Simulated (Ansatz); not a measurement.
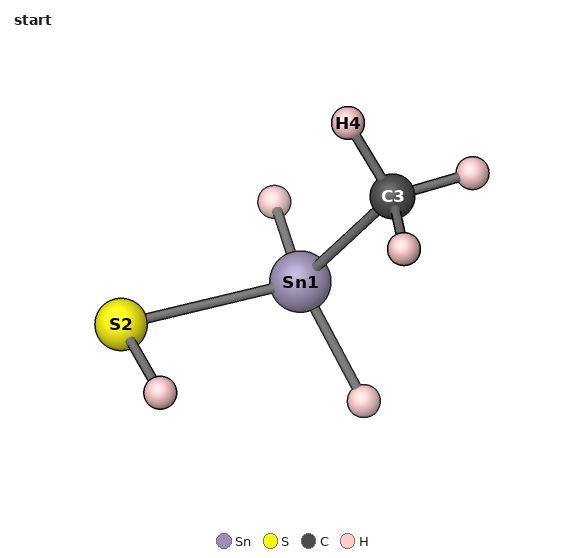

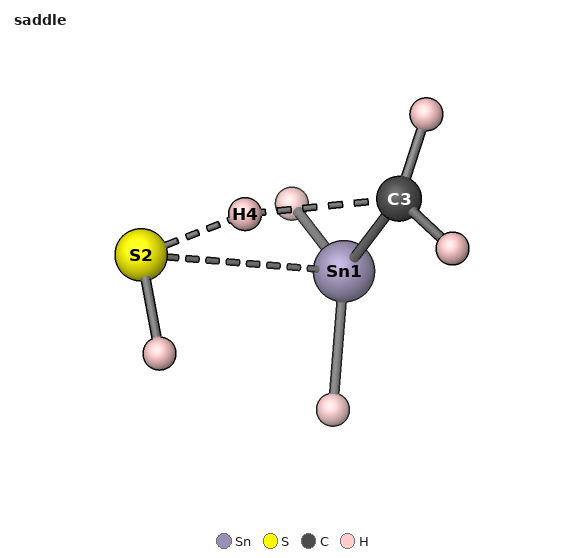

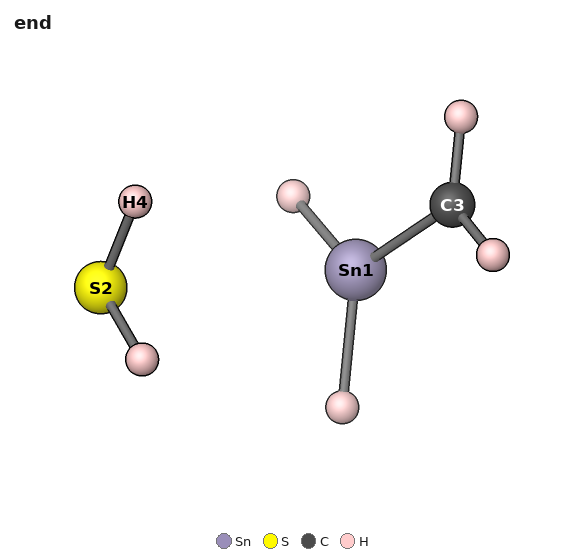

A saddle point and the two end points reached downhill from it. Broken sticks mark bonds that form or break. Charge 0, singlet. Geometries: PBE0-D4/def2-TZVP; all other levels are single points on them, and energies count from the start as drawn. Program: Ansatz 0.2.0, core potentials on Sn. In CBS estimates cores are frozen, and CCSD(T) − MP2 is taken in the smaller basis.

Which bonds form and which break from start to end?

Formed: S2–H4; broken: Sn1–S2, C3–H4. At the saddle point S2···H4 is 1.45 Å, Sn1···S2 is 2.92 Å, C3···H4 is 1.92 Å.

Give the electronic barrier and the reaction energy from start to end in eV (no zero-point energy) with CCSD(T)/CBS (MP2 limit from def2-TZVPP and def2-QZVPP plus CCSD(T) − MP2); direct RPA on PBE orbitals (frozen core)/def2-TZVPP; SPW92 (LDA)/def2-TZVPP; B97M-V/def2-TZVPP; PBE0-D4/def2-SVP; ωB97X-V/def2-TZVPP; ωB97M-V/def2-TZVPP; PBE-D4/def2-TZVPP.

| level | barrier | reaction energy |
| --- | --- | --- |
| CCSD(T)/CBS (MP2 limit from def2-TZVPP and def2-QZVPP plus CCSD(T) − MP2) | 3.198 | +2.852 |
| direct RPA on PBE orbitals (frozen core)/def2-TZVPP | 3.123 | +2.714 |
| SPW92 (LDA)/def2-TZVPP | 2.770 | +2.793 |
| B97M-V/def2-TZVPP | 3.156 | +2.894 |
| PBE0-D4/def2-SVP | 3.126 | +2.944 |
| ωB97X-V/def2-TZVPP | 3.377 | +3.023 |
| ωB97M-V/def2-TZVPP | 3.276 | +2.930 |
| PBE-D4/def2-TZVPP | 2.847 | +2.722 |

Where the saddle lies below an end point, that level has no barrier at this geometry, which was found with another level.
